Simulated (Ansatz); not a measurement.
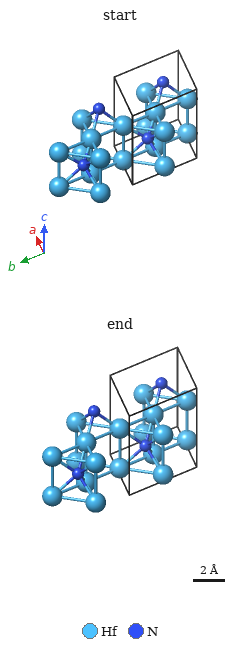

The structure of a crystal of Hf3N (built on the random type) (coarse preliminary run) before (top) and after (bottom) a relaxation, at one scale.

A ball-and-stick model of the cell of the calculation, repeated 1 × 2 × 1 with one cell outlined, seen from a free direction.

Case: random cell with space group P6_3mc (No. 186).

Method: DFT PBE, scalar-relativistic, plane waves, PAW in Ansatz. Settings: plane-wave cutoff 420 eV; k-point mesh 6 × 6 × 4; occupations gaussian; smearing width 0.1 eV; no spin polarisation; cell and atoms relaxed; force threshold 0.04 eV/Å; at most 70 steps.

Question: What changed between the two?

Answer: After 6 accepted moves (8 points after the start) the energy has fallen by 650 meV per atom. Largest force component: 3.8 eV/Å at the start, 0.0044 eV/Å at the end. Pressure: 43.79 GPa at the start and 0.04 GPa at the end. At 2 points the geometry stayed and the basis and grid were re-selected for the new cell (energy shift of 16.3 meV per atom at most each time). The largest moves relative to the cell, 0.12 Å, are those of N atoms. Largest moves by element: N 0.12 Å, Hf 0.04 Å. Cell: a = b 5.695 → 5.974 Å (+4.9 %), c 5.095 → 5.845 Å (+14.7 %). Volume +26.2 %. Near-neighbour distances that change, for instance: Hf–Hf 2.548 → 2.923 Å, Hf–N 1.995 → 2.261 Å, Hf–Hf 2.848 → 2.987 Å, Hf–N 2.171 → 2.260 Å. Bond angles that change, for instance: Hf–N–Hf 91.1° → 82.7°, Hf–N–Hf 75.3° → 80.6°, Hf–N–Hf 133.0° → 135.2°. The space group (tolerance 0.01 Å) goes from P6_3mc (No. 186) to P6_3/mmc (No. 194). The run took 2.7 min on 1 thread of Intel(R) Xeon(R) 6975P-C (Granite Rapids), on a shared host, peak memory 0.62 GiB.
